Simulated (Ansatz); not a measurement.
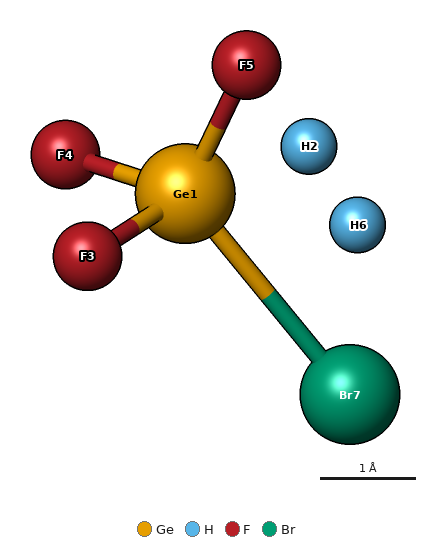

**Figure 1.** The input geometry (ball-and-stick view, seen at a tilt; atoms are numbered from 1 in the order of the input). Sticks mark near contacts.

## Geometry relaxation of GeH2BrF3

The run: geometry relaxation of GeH2BrF3. Method and program: RKS B3LYP/def2-SVP (Ansatz 0.2.0).

The input holds or restrains some coordinates. Forces given for the steps count only the free coordinates. It belongs to a series of runs on one base structure; here: pulled along the bonds that form and break, towards end B. Figures and captions count atoms from 1; the log counts them from 0 in places.

**Input**
```yaml
crystal:
  periodic: [false, false, false]
  atoms:
    - { symbol: Ge, position_ang: [-0.0218, -0.5429, -0.2444] }
    - { symbol: H, position_ang: [0.8128, 0.8302, 0.9394] }
    - { symbol: F, position_ang: [-0.9268, -1.5712, -1.3292] }
    - { symbol: F, position_ang: [-0.1041, -1.5704, 1.1702] }
    - { symbol: F, position_ang: [1.5085, -0.5812, -1.1026] }
    - { symbol: H, position_ang: [0.1998, 1.5785, 0.8167] }
    - { symbol: Br, position_ang: [-1.4684, 1.8571, -0.2501] }
basis:
  gaussian: { orbitals: def2-SVP }
hamiltonian:
  xc: b3lyp
relax:
  f_tol: 0.15
  max_steps: 25
  restrain:
    - { distance: [0, 6], at: 2.4, k: 30.0 }
    - { distance: [5, 1], at: 0.62, k: 30.0 }
    - { distance: [0, 1], at: 2.81, k: 30.0 }
    - { distance: [5, 6], at: 2.81, k: 30.0 }
output:
  orbitals: {}
```

Launch command:
```bash
ansatz run input.yaml --threads 2 --pin off --max-ram 3072MiB --backend cpu --events-out ev --progress --plain --runs-dir out
```

**Log**
```
The last accepted step is kept in [file] (removed where the run ends without a failure and the disk answers)
Engine: ansatz 0.2.0, x86_64-unknown-linux-gnu
Functional definition: B3LYP
  parameter a0 = 0.2
  parameter ax = 0.72
  parameter ac = 0.81
  exchange = (1 - a0 - ax)*slater_x + ax*b88_x + a0*exact_x
  correlation = (1 - ac)*vwn_rpa_c + ac*lyp_c
1188 factors; integrals over basis functions are off by at most 3.2e-4 eV
mean field evaluation 1: about -134722.9173 eV, gradient 5.8e1 eV
mean field evaluation 2: about -134707.4959 eV, gradient 1.2e2 eV
mean field evaluation 4: about -134728.1394 eV, gradient 6.5e0 eV
mean field evaluation 8: about -134728.2694 eV, gradient 7.7e-2 eV
mean field evaluation 16: about -134728.2694 eV, gradient 4.4e-5 eV
mean field -134728.26939352 eV, -4951.1725781107 hartree, gradient 4.4e-5 eV, S^2 0.000000; 0 other end points of the search recorded, 0 dependent functions left out
the calculation of the forces begins
reference -134728.26962133 eV, -4951.1725864827 hartree; 48, 48 occupied and 68, 68 virtual orbitals, 1188 factors
relax step   1: F+E_penalty+E_count = -134728.26939352 eV  Δ(F+E_penalty+E_count) = +0.000e0 eV  max|allowed force component| = 2.100e0 eV/Å  E_restraint = 24.11168961 eV  max|allowed force component, restraints' pulls added| = 2.847e1 eV/Å  Δτ_max = 0.0000 Å  (29 SCF iters, accepted)
  distance Ge 0 - Br 6 = 2.8023 Å
  distance H 5 - H 1 = 0.9751 Å
  distance Ge 0 - H 1 = 1.9958 Å
  distance H 5 - Br 6 = 1.9996 Å
these checks for a lower state are left out or cut short: starts, cluster_reference, orbital_swaps, neighbouring_geometries, increment
1188 factors; integrals over basis functions are off by at most 3.6e-4 eV
mean field -134729.07094135 eV, -4951.2020344505 hartree, gradient 1.6e-5 eV, S^2 0.000000; 0 other end points of the search recorded, 0 dependent functions left out
the calculation of the forces begins
reference -134729.07116631 eV, -4951.2020427173 hartree; 48, 48 occupied and 68, 68 virtual orbitals, 1188 factors
relax step   2: F+E_penalty+E_count = -134729.07094135 eV  Δ(F+E_penalty+E_count) = -8.015e-1 eV  max|allowed force component| = 2.179e0 eV/Å  E_restraint = 10.32817589 eV  max|allowed force component, restraints' pulls added| = 1.562e1 eV/Å  Δτ_max = 0.1949 Å  (36 SCF iters, accepted)
  distance Ge 0 - Br 6 = 2.7289 Å
  distance H 5 - H 1 = 0.7489 Å
  distance Ge 0 - H 1 = 2.2674 Å
  distance H 5 - Br 6 = 2.2911 Å
these checks for a lower state are left out or cut short: starts, cluster_reference, orbital_swaps, neighbouring_geometries, increment
1188 factors; integrals over basis functions are off by at most 3.9e-4 eV
mean field evaluation 32: about -134729.3883 eV, gradient 8.9e-5 eV
mean field -134729.38832414 eV, -4951.2136980529 hartree, gradient 8.9e-5 eV, S^2 0.000000; 0 other end points of the search recorded, 0 dependent functions left out
the calculation of the forces begins
reference -134729.38854746 eV, -4951.2137062598 hartree; 48, 48 occupied and 68, 68 virtual orbitals, 1188 factors
relax step   3: F+E_penalty+E_count = -134729.38832414 eV  Δ(F+E_penalty+E_count) = -3.174e-1 eV  max|allowed force component| = 3.800e0 eV/Å  E_restraint = 2.19191409 eV  max|allowed force component, restraints' pulls added| = 6.663e0 eV/Å  Δτ_max = 0.1946 Å  (31 SCF iters, accepted)
  distance Ge 0 - Br 6 = 2.5655 Å
  distance H 5 - H 1 = 0.6563 Å
  distance Ge 0 - H 1 = 2.5551 Å
  distance H 5 - Br 6 = 2.5810 Å
these checks for a lower state are left out or cut short: starts, cluster_reference, orbital_swaps, neighbouring_geometries, increment
1188 factors; integrals over basis functions are off by at most 3.7e-4 eV
mean field -134730.07042863 eV, -4951.2387649305 hartree, gradient 1.4e-5 eV, S^2 0.000000; 0 other end points of the search recorded, 0 dependent functions left out
the calculation of the forces begins
reference -134730.07065129 eV, -4951.2387731130 hartree; 48, 48 occupied and 68, 68 virtual orbitals, 1188 factors
relax step   4: F+E_penalty+E_count = -134730.07042863 eV  Δ(F+E_penalty+E_count) = -6.821e-1 eV  max|allowed force component| = 3.365e0 eV/Å  E_restraint = 0.07249519 eV  max|allowed force component, restraints' pulls added| = 3.064e0 eV/Å  Δτ_max = 0.1938 Å  (30 SCF iters, accepted)
  distance Ge 0 - Br 6 = 2.3943 Å
  distance H 5 - H 1 = 0.6641 Å
  distance Ge 0 - H 1 = 2.7681 Å
  distance H 5 - Br 6 = 2.7769 Å
these checks for a lower state are left out or cut short: starts, cluster_reference, orbital_swaps, neighbouring_geometries, increment
1188 factors; integrals over basis functions are off by at most 3.7e-4 eV
mean field -134730.46679289 eV, -4951.2533310482 hartree, gradient 9.0e-6 eV, S^2 0.000000; 0 other end points of the search recorded, 0 dependent functions left out
the calculation of the forces begins
reference -134730.46701494 eV, -4951.2533392084 hartree; 48, 48 occupied and 68, 68 virtual orbitals, 1188 factors
relax step   5: F+E_penalty+E_count = -134730.46679289 eV  Δ(F+E_penalty+E_count) = -3.964e-1 eV  max|allowed force component| = 2.288e0 eV/Å  E_restraint = 0.10818114 eV  max|allowed force component, restraints' pulls added| = 2.079e0 eV/Å  Δτ_max = 0.1944 Å  (30 SCF iters, accepted)
  distance Ge 0 - Br 6 = 2.3531 Å
  distance H 5 - H 1 = 0.6886 Å
  distance Ge 0 - H 1 = 2.8248 Å
  distance H 5 - Br 6 = 2.8190 Å
these checks for a lower state are left out or cut short: starts, cluster_reference, orbital_swaps, neighbouring_geometries, increment
1188 factors; integrals over basis functions are off by at most 3.6e-4 eV
mean field -134730.56485410 eV, -4951.2569347313 hartree, gradient 2.3e-5 eV, S^2 0.000000; 0 other end points of the search recorded, 0 dependent functions left out
the calculation of the forces begins
reference -134730.56507661 eV, -4951.2569429083 hartree; 48, 48 occupied and 68, 68 virtual orbitals, 1188 factors
relax step   6: F+E_penalty+E_count = -134730.56485410 eV  Δ(F+E_penalty+E_count) = -9.806e-2 eV  max|allowed force component| = 1.823e0 eV/Å  E_restraint = 0.12149042 eV  max|allowed force component, restraints' pulls added| = 2.928e-1 eV/Å  Δτ_max = 0.0491 Å  (30 SCF iters, accepted)
  distance Ge 0 - Br 6 = 2.3643 Å
  distance H 5 - H 1 = 0.7022 Å
  distance Ge 0 - H 1 = 2.8138 Å
  distance H 5 - Br 6 = 2.8179 Å
these checks for a lower state are left out or cut short: starts, cluster_reference, orbital_swaps, neighbouring_geometries, increment
1188 factors; integrals over basis functions are off by at most 3.6e-4 eV
mean field -134730.57410145 eV, -4951.2572745652 hartree, gradient 8.7e-5 eV, S^2 0.000000; 0 other end points of the search recorded, 0 dependent functions left out
the calculation of the forces begins
reference -134730.57432353 eV, -4951.2572827264 hartree; 48, 48 occupied and 68, 68 virtual orbitals, 1188 factors
relax step   7: F+E_penalty+E_count = -134730.57410145 eV  Δ(F+E_penalty+E_count) = -9.247e-3 eV  max|allowed force component| = 1.806e0 eV/Å  E_restraint = 0.12642862 eV  max|allowed force component, restraints' pulls added| = 4.048e-2 eV/Å  Δτ_max = 0.0281 Å  (26 SCF iters, accepted)
  distance Ge 0 - Br 6 = 2.3596 Å
  distance H 5 - H 1 = 0.7021 Å
  distance Ge 0 - H 1 = 2.8145 Å
  distance H 5 - Br 6 = 2.8160 Å
1188 factors; integrals over basis functions are off by at most 3.6e-4 eV
mean field evaluation 64: about -134730.5482 eV, gradient 2.5e0 eV
```

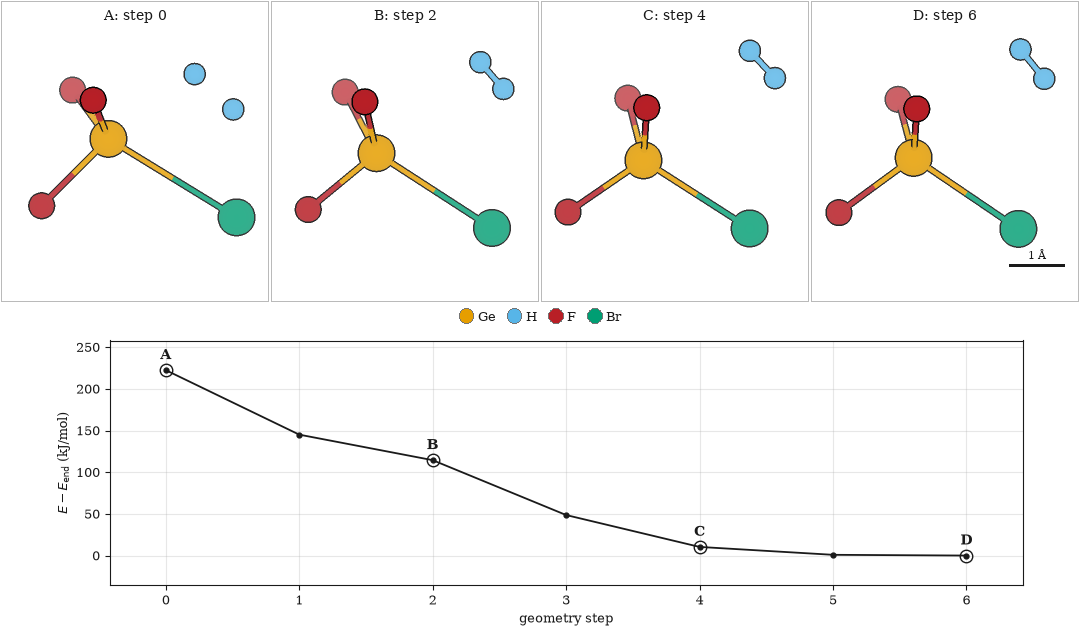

**Figure 2.** Frames of the restrained relaxation (ball-and-stick view, seen on its broad side) above the curves, on which the letters mark them (the first geometry is step 0 here and step 1 in the log).

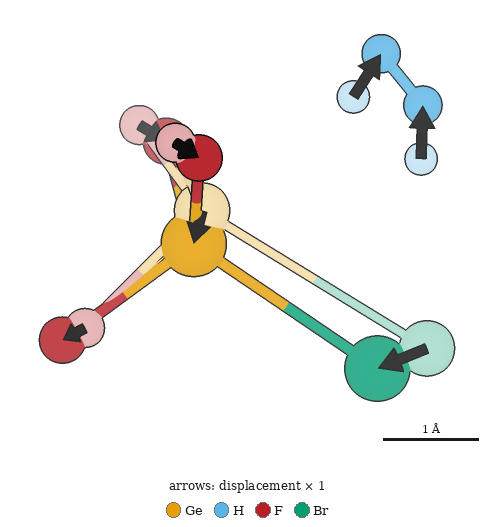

**Figure 3.** Start (faint) and end (solid) with the displacements as black arrows, at true length (ball-and-stick view, seen on its broad side). The two geometries are laid on each other by the best rigid fit. After 6 geometry steps the energy has fallen by 222.4 kJ/mol. Largest force component: 2.1 eV/Å at the start, 1.8 eV/Å at the end. The largest moves after the best rigid fit, 0.57 Å, are those of H6 and Br7. By element the largest moves are H 0.57 Å, Br 0.56 Å, Ge 0.36 Å, F 0.33 Å. Distances before and after: Ge1–Br7 2.802 → 2.360 Å, H2–H6 0.975 → 0.702 Å, Ge1–F4 1.750 → 1.715 Å, Ge1–F3 1.747 → 1.716 Å. New bonds form: H2–H6 (0.98 → 0.70 Å). Among the angles that change: F3–Ge1–F4 97.6° → 106.5°, F4–Ge1–F5 115.1° → 108.4°, F3–Ge1–Br7 103.6° → 109.9°. (Atoms are counted from 1 in the order of the input.)

```
mean field -134730.57410145 eV, -4951.2572745652 hartree, gradient 8.7e-5 eV, S^2 0.000000; 1 other end points of the search recorded, 0 dependent functions left out
the calculation of the forces begins
reference -134730.57432353 eV, -4951.2572827264 hartree; 48, 48 occupied and 68, 68 virtual orbitals, 1188 factors
Total energy: -134730.57432353 eV, -4951.2572827264 hartree
Atom 0 at    -0.303040    -0.586236    -0.468475 Å, force    -0.724016     0.894608    -0.130301 eV/Å
Atom 1 at     1.161934     1.057336     1.284839 Å, force     1.805672    -1.589698     0.615094 eV/Å
Atom 2 at    -1.007275    -1.780463    -1.479238 Å, force     0.006293     0.011512     0.008646 eV/Å
Atom 3 at    -0.221409    -1.264922     1.104104 Å, force     0.009527     0.018262    -0.033202 eV/Å
Atom 4 at     1.296325    -0.345761    -1.038177 Å, force    -0.032408    -0.005961     0.024174 eV/Å
Atom 5 at     0.667831     1.532712     1.133850 Å, force    -1.585093     1.691035    -0.415047 eV/Å
Atom 6 at    -1.594367     1.387434    -0.536903 Å, force     0.520025    -1.019759    -0.069364 eV/Å
Dipole moment:    -0.110402     0.270893     0.038043 e Å
```

**Trajectory as extended XYZ (Å, eV, eV/Å), 7 frames, from step=1 to step=7**
```
7
Properties=species:S:1:pos:R:3:forces:R:3 step=1 energy=-134728.26939
Ge   -0.0218   -0.5429   -0.2444   -0.5823   0.1485  -0.5052
H     0.8128    0.8302    0.9394   -0.8485   1.5606   0.0512
F    -0.9268   -1.5712   -1.3292    0.0550   0.7091   0.3386
F    -0.1041   -1.5704    1.1702    0.1832   0.8741  -0.4835
F     1.5085   -0.5812   -1.1026   -0.7574   0.3480   0.7417
H     0.1998    1.5785    0.8167    1.4899  -2.0999   0.1833
Br   -1.4684    1.8571   -0.2501    0.4602  -1.5403  -0.3261
7
Properties=species:S:1:pos:R:3:forces:R:3 step=2 energy=-134729.07094
Ge   -0.1176   -0.5534   -0.3179    0.3938   1.0252   0.6193
H     0.8623    0.9775    1.0375    1.0027  -0.3451   0.5719
F    -0.9456   -1.5876   -1.3496   -0.9198  -0.6413  -0.9349
F    -0.1049   -1.5529    1.1534    0.1550   1.4117  -1.0841
F     1.4875   -0.5761   -1.0912   -1.4257   0.4644   1.0755
H     0.3620    1.5193    0.9071    0.0845   0.2640   0.1714
Br   -1.5436    1.7733   -0.3392    0.7096  -2.1789  -0.4191
7
Properties=species:S:1:pos:R:3:forces:R:3 step=3 energy=-134729.38832
Ge   -0.2391   -0.5462   -0.4024    2.3298   1.7064   2.3371
H     0.9672    1.0799    1.1561    3.8000  -3.5312   1.2428
F    -0.9793   -1.6234   -1.3892   -1.6556  -1.7848  -1.9471
F    -0.1043   -1.5114    1.1192   -0.2364   1.6356  -1.5748
F     1.4437   -0.5623   -1.0633   -2.0363   0.5303   0.9304
H     0.5159    1.5378    1.0247   -3.2851   3.5505  -0.8656
Br   -1.6040    1.6257   -0.4451    1.0835  -2.1068  -0.1229
7
Properties=species:S:1:pos:R:3:forces:R:3 step=4 energy=-134730.07043
Ge   -0.3002   -0.5464   -0.4472    2.0508   0.8416   1.8028
H     1.0812    1.1365    1.2623    3.3652  -3.1132   1.1148
F    -1.0277   -1.6579   -1.4388   -1.1232  -1.3253  -1.3714
F    -0.1320   -1.4483    1.0845   -0.3276   1.2921  -1.2966
F     1.3805   -0.5222   -1.0486   -1.6905   0.4436   0.6175
H     0.6156    1.5871    1.1164   -3.1079   3.1460  -0.9160
Br   -1.6174    1.4513   -0.5287    0.8332  -1.2848   0.0490
7
Properties=species:S:1:pos:R:3:forces:R:3 step=5 energy=-134730.46679
Ge   -0.3410   -0.5850   -0.4957    1.0986   0.9748   1.2354
H     1.1414    1.0502    1.2673    2.2114  -2.1885   0.6515
F    -0.9979   -1.7979   -1.4786   -0.3277  -0.3934  -0.4067
F    -0.2072   -1.2727    1.1203   -0.2055   0.5115  -1.1853
F     1.3180   -0.3469   -1.0327   -1.2358  -0.1301   0.2940
H     0.6768    1.5434    1.1449   -1.9832   2.2876  -0.4464
Br   -1.5901    1.4090   -0.5255    0.4423  -1.0619  -0.1424
7
Properties=species:S:1:pos:R:3:forces:R:3 step=6 energy=-134730.56485
Ge   -0.3005   -0.5912   -0.4685   -0.6886   1.1197  -0.0081
H     1.1712    1.0448    1.2851    1.8232  -1.5443   0.6398
F    -1.0030   -1.7830   -1.4771    0.0059  -0.0891  -0.0343
F    -0.2337   -1.2451    1.1184    0.0442  -0.0053  -0.1571
F     1.2956   -0.3178   -1.0408   -0.1095  -0.1010   0.0638
H     0.6691    1.5090    1.1256   -1.6073   1.6618  -0.4362
Br   -1.5986    1.3835   -0.5425    0.5320  -1.0419  -0.0680
7
Properties=species:S:1:pos:R:3:forces:R:3 step=7 energy=-134730.57410
Ge   -0.3030   -0.5862   -0.4685   -0.7240   0.8946  -0.1303
H     1.1619    1.0573    1.2848    1.8057  -1.5897   0.6151
F    -1.0073   -1.7805   -1.4792    0.0063   0.0115   0.0086
F    -0.2214   -1.2649    1.1041    0.0095   0.0183  -0.0332
F     1.2963   -0.3458   -1.0382   -0.0324  -0.0060   0.0242
H     0.6678    1.5327    1.1339   -1.5851   1.6910  -0.4150
Br   -1.5944    1.3874   -0.5369    0.5200  -1.0198  -0.0694
```

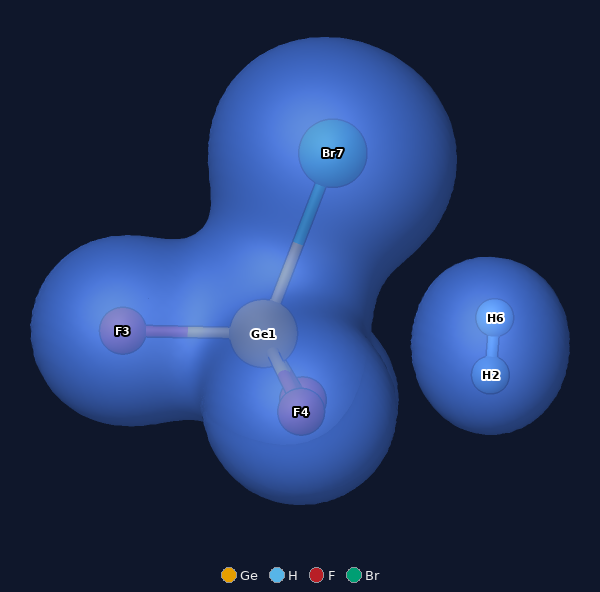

**Figure 4.** Isosurface of the electron density at 0.1 e/Å³ (blue), seen face on. At this value the surface falls into two separate pieces. It is pinched off along the Ge···H (2.81 Å) contacts. On the grid the lowest density along these lines, outside the cores, is 0.06 e/Å³ (Ge···H, 2.81 Å), 0.95 e/Å³ (Ge–F, 1.71 Å), 0.58 e/Å³ (Ge–Br, 2.36 Å) and 1.9 e/Å³ (H–H, 0.70 Å).

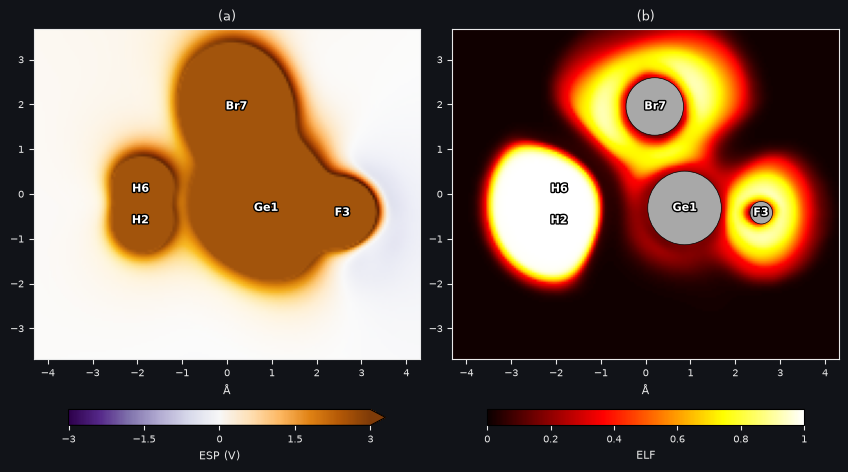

**Figure 5.** (a) electrostatic potential; (b) electron localisation function on the plane of atoms F3, Ge1 and Br7. Grey discs, where drawn, cover atomic cores. Atoms in the plane: Ge, H, F and Br. Ge–F (1.72 Å): the ELF peaks at about 0.80 in the valence shell of F, 0.5 Å from its nucleus, and is about 0.25 at the midpoint. Ge–Br (2.36 Å): the ELF peaks at about 0.80 in the valence shell of Br, 1.1 Å from its nucleus, and is about 0.75 at the midpoint. H–H (0.70 Å): the ELF peaks at about 1 between the atoms (a covalent bond by its length).

**Results in brief**

```csv
quantity,value
outcome,converged under the restraints of the input
total energy,−134730.5743 eV
mean-field energy,−134730.5743 eV
"largest force (length of the vector) at the end, held atoms and coordinates included",2.483 eV/Å
hardware,"2 threads of Intel Xeon (Sapphire Rapids), 16 GiB of memory available, shared host"
wall time,22 s (CPU time 42 s)
peak memory,0.34 GiB
```
